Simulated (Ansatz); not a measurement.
One stationary structure of Sb. Space group R-3m (No. 166), AFLOW prototype A_hR2_166_c (A7, as in As). Level of theory: r2SCAN (plane waves to 500 eV, PAW, scalar-relativistic; Ansatz, a first-principles code).

```cif
data_Sb6
_chemical_formula_sum 'Sb6'
_space_group_name_H-M_alt 'R-3m :H'
_space_group_IT_number 166
_space_group_name_Hall '-R 3 2"'
_cell_length_a 4.34141
_cell_length_b 4.34141
_cell_length_c 11.61129
_cell_angle_alpha 90.000
_cell_angle_beta 90.000
_cell_angle_gamma 120.000
loop_
_atom_site_label
_atom_site_type_symbol
_atom_site_symmetry_multiplicity
_atom_site_Wyckoff_symbol
_atom_site_fract_x
_atom_site_fract_y
_atom_site_fract_z
_atom_site_occupancy
Sb1 Sb 6 c 0.00000 0.00000 0.23152 1
```
(The calculation used a cell of 2 atoms; values per cell refer to that cell.)

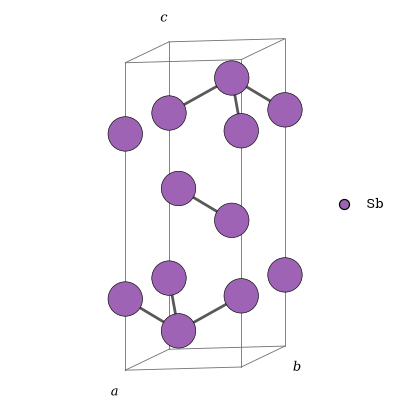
*The conventional cell of the relaxed structure*

For Sb, the volume per atom is 31.59 Å³, the band gap is no gap on the sampled points, where the bands overlap only slightly; such a result is sensitive to mesh and level and the shortest distances comes out as Sb–Sb 2.92 Å. The k-mesh comes out as 13×13×12.

No spin polarisation in the result.

It was reached from a disturbed copy of a R-3m (No. 166) cell, against which it lies -0.06 eV/atom.
